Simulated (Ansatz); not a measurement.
# Abstraction of Br: C2H5BrMg + BCl2 → C2H5Mg + BBrCl2

Species: C2H5BrMg `C[CH2][Mg][Br]`, singlet; BCl2 `Cl[B]Cl`, doublet; C2H5Mg `C[CH2][Mg]`, doublet; BBrCl2 (bromodichloroborane) `ClB(Cl)Br`, singlet. A radical takes Br: the energy is the difference in strength between the Mg–Br bond broken and the B–Br bond made.

Shapes, held fixed at every level: PBE0-D4/def2-TZVP. Programs: Ansatz 0.2.0. The zero-point and thermal change to 298 K, harmonic and unscaled (PBE0-D4/def2-TZVP), is +0.2 kJ/mol.

| level | kind | ΔH(298 K) (kJ/mol) | less CCSD(T)/def2-TZVPP | CPU time (sum over the molecules) |
| --- | --- | --- | --- | --- |
| HF/def2-SVP | Hartree–Fock | +23.1 | +28.8 | – |
| SPW92/def2-TZVPP | LDA | -37.6 | -31.9 | 10 s |
| B3LYP-D4/def2-TZVPP | global hybrid | -9.7 | -4.0 | 31 s |
| BHLYP-D4/def2-TZVPP | global hybrid | +0.1 | +5.8 | 24 s |
| PBE0-D4/def2-TZVPP | global hybrid | -13.0 | -7.3 | 22 s |
| wB97M-V/def2-TZVPP | range-separated hybrid | -5.2 | +0.5 | 78 s |
| CCSD/def2-TZVPP | coupled cluster or CI | +0.4 | +6.1 | – |
| CCSD(T)/def2-TZVPP | coupled cluster or CI | -5.7 | 0.0 | 7.7 min |

The highest level, CCSD(T)/def2-TZVPP, gives ΔH(298 K) = -5.7 kJ/mol; the levels span -37.6 to +23.1. They disagree on the sign: 3 of 8 are positive. The column of differences is taken from that level and isn't an error. No measured value is set beside it here. Open shells run unrestricted. Relativity is left out for Br. Outer-core shells of Br, Mg are correlated in most correlated rows, in sets that cover them unevenly. Times are processor times on shared x86 and Arm servers, and rough.

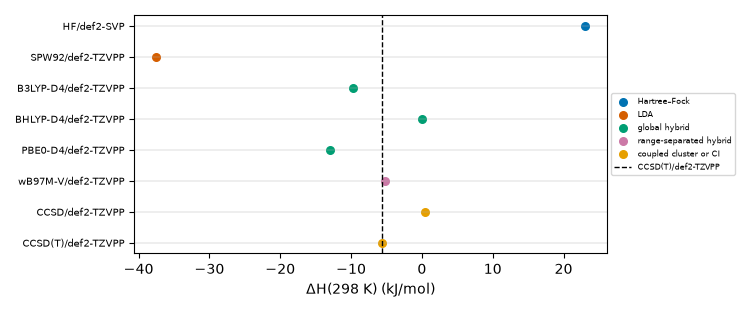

The values of the table, level by level.
